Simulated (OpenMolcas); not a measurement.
# BCl2F (dichlorofluoroborane) at MP2/cc-pVTZ

We compute a single-point energy of BCl2F (dichlorofluoroborane). 

Program for the calculation: OpenMolcas 26.06.

6 further runs of the same task are left out: 6 set aside as unsound or not needed.

## Step 1: The system as given

BCl2F has 4 atoms, charge 0, and is taken as a singlet. SMILES: `FB(Cl)Cl`. The B2–Cl3 distance was set to 2.567 Å, away from the relaxed value.

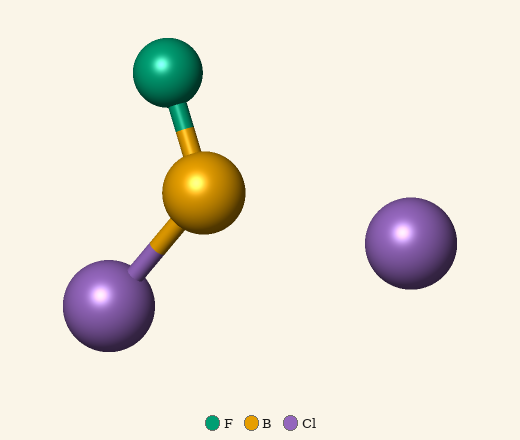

Viewed from a chosen angle; fluorine teal, boron amber, chlorine purple.

## Step 2: The energy at MP2/cc-pVTZ

geom.xyz

```xyz
4

F      0.887131    -1.367330    -1.074675
B      0.777691    -0.268680    -0.345455
Cl    -1.540110     0.360660     0.561040
Cl     2.193091     0.646010    -0.047405
```

job.input

```
>>> EXPORT MOLCAS_PRINT=2

&GATEWAY
  BasLib=$CurrDir
  Coord=geom.xyz
  Basis=cc-pVTZ
  Group=NoSym

&SEWARD

&SCF
  PrOrbitals=1 1

&MBPT2
  Frozen=12
```

The basis set cc-pVTZ is read from a file made from the Basis Set Exchange's data (not shown).

Command:

```
export MOLCAS_MEM=1860
pymolcas job.input > job.log
```

**Question.** What will come out? Wanted: total energy; dipole moment; HOMO energy; LUMO energy; HOMO–LUMO gap; correlation energy.

Answer, from the run:

At MP2/cc-pVTZ, 12 core orbitals frozen:

```
                                    quantity           value
                                total energy  -1043.96975 Eh
          dipole moment (mean-field density)          3.97 D
         HOMO energy (Hartree–Fock orbitals)       -11.71 eV
         LUMO energy (Hartree–Fock orbitals)         0.25 eV
       HOMO–LUMO gap (Hartree–Fock orbitals)        11.95 eV
correlation energy (12 core orbitals frozen)      -723.6 mEh
```
